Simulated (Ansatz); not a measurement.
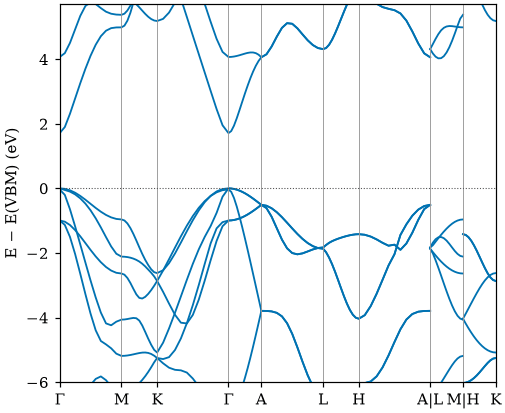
Fig. 1. Band structure from plane-wave PAW PBE (Ansatz code)

**Question.** Read off the gap and where the band edges lie.

**Answer.** About 1.7 eV (1.71 eV by a search for the band edges); maximum at Γ, minimum at Γ.

The material is GaN (wurtzite, space group No. 186).

Space group P6_3mc (wurtzite). The cell was relaxed with PBE under the symmetry of its start. Scalar-relativistic: spin–orbit coupling is off unless named, which matters more the heavier the elements.

Potentials: the later of the program's two PAW sets.
